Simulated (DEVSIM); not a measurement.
Structure: illuminated In0.53Ga0.47As p-on-n cell, one wavelength, at 300 K.

```tsv
layer (left to right)	material	thickness (μm)	Nd (cm⁻³)	Na (cm⁻³)	τn (s)	τp (s)	absorption coefficient (cm⁻¹)
1	In0.53Ga0.47As	0.230	-	5.4e17	4.6e-10	3.3e-10	19000
2	In0.53Ga0.47As	2.80	3.8e15	-	4.9e-10	4.9e-10	19000
```

Left contact: ohmic, minority electron recombination velocity 1e5 cm/s. Right contact: ohmic, minority hole recombination velocity 6e5 cm/s. Voltage is applied to the left contact. Recombination: SRH at mid-gap, radiative, Auger. Light enters at the left, 1.4e18 photons cm⁻² s⁻¹, one pass, no reflection. Mobility is constant in doping.

The device is made up for the run: typed textbook-type constants, with dimensions and the other settings drawn at random. Values at 300 K.

```tsv
parameter	In0.53Ga0.47As
gap (eV)	0.74
affinity (eV)	4.51
permittivity	13.9
Nc (cm⁻³)	2.1e17
Nv (cm⁻³)	7.7e18
μn (cm²/Vs)	12000
μp (cm²/Vs)	300
B (cm³/s)	9.6e-11
Cn (cm⁶/s)	5e-29
Cp (cm⁶/s)	5e-29
```

Simulated with DEVSIM: 1D drift-diffusion, Boltzmann statistics, complete ionisation; no tunnelling, impact ionisation, image-force lowering or self-heating.

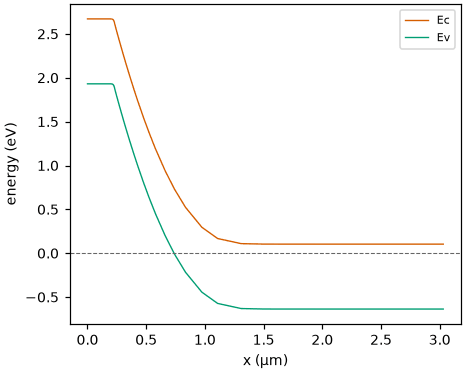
Figure. Band edges at -2.0 V on the left contact, in the dark

Energies count from the Fermi level of the right contact; mesh points crowd at the junctions.

```tsv
x (μm)	Ec (eV)	Ev (eV)	n (cm⁻³)	p (cm⁻³)	field (V/cm)
0.000	2.671	1.931	9900	5.4e17	≈ 0
0.01587	2.671	1.931	9300	5.4e17	≈ 0
0.03997	2.671	1.931	8400	5.4e17	≈ 0
0.07652	2.671	1.931	6900	5.4e17	≈ 0
0.1480	2.671	1.931	3800	5.4e17	≈ 0
0.1864	2.671	1.931	1900	5.4e17	-77
0.2117	2.668	1.928	720	4.8e17	-4700
0.2331	2.609	1.869	530	4.9e16	-53000
0.2520	2.515	1.775	7200	1.3e15	-49000
0.2838	2.363	1.623	690000	3.6e12	-47000
0.3373	2.119	1.379	8200000	4.0e9	-44000
0.4767	1.548	0.808	3.5e7	3.5e9	-37000
0.6622	0.938	0.198	9.2e7	2.9e9	-28000
0.9747	0.296	-0.444	2.3e12	4.6e8	-13000
1.686	0.104	-0.636	3.8e15	8.5e7	≈ 0
2.242	0.104	-0.636	3.8e15	1.3e8	≈ 0
2.591	0.104	-0.636	3.8e15	1.4e8	≈ 0
2.779	0.104	-0.636	3.8e15	1.5e8	≈ 0
2.915	0.104	-0.636	3.8e15	1.5e8	≈ 0
2.972	0.104	-0.636	3.8e15	1.5e8	≈ 0
3.005	0.104	-0.636	3.8e15	1.5e8	≈ 0
3.030	0.104	-0.636	3.8e15	1.5e8	≈ 0
```
